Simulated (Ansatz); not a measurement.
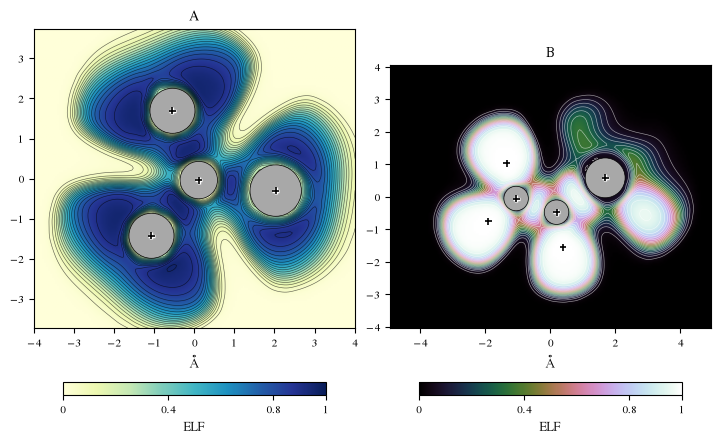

The electron localisation function of 2 systems, each on a plane through atoms (crosses mark nuclei in the plane; grey discs cover the cores).

Method: Ansatz, SCF PBE, Gaussian basis.

System 1: C2H6OSi, the plane of atoms C2, C1 and H5. 

```xyz
10

C     0.3883    1.3317   -0.8383
C     0.2881    0.7571    0.3376
Si   -0.5465   -0.8441    0.6893
O    -0.3005   -1.8706   -0.5886
H    -0.1194    0.9531   -1.7601
H     0.8427    2.3497   -0.9576
H     0.7866    1.2221    1.2063
H     0.1939   -1.4496    1.8604
H    -1.9423   -0.6250    1.0531
H     0.4923   -1.8758   -0.9992
```

System 2: BBrH2S2 (SMILES SB(S)Br), the plane of atoms S1, B2 and Br4. Not at a stationary point (largest force 1.7 eV/Å).

| atom | x (Å) | y (Å) | z (Å) |
| --- | --- | --- | --- |
| S | -0.7429 | 1.4871 | -0.2763 |
| B | -0.2125 | -0.2340 | 0.0117 |
| S | 1.5934 | -0.5921 | 0.1995 |
| Br | -1.4653 | -1.7087 | 0.1152 |
| H | -0.6919 | 1.3713 | -1.7011 |
| H | 1.5613 | -0.3875 | 1.6048 |

Which map belongs to which system?

Panel A is system 2, BBrH2S2: the plane holds S, B and Br. B–S (1.82 Å): the ELF peaks at about 0.95 between the atoms, as expected for localised, covalent bonding. Panel B is system 1, C2H6OSi: the plane holds C, Si and H. C–C (1.31 Å): the ELF peaks at about 0.95 between the atoms: a multiple bond.
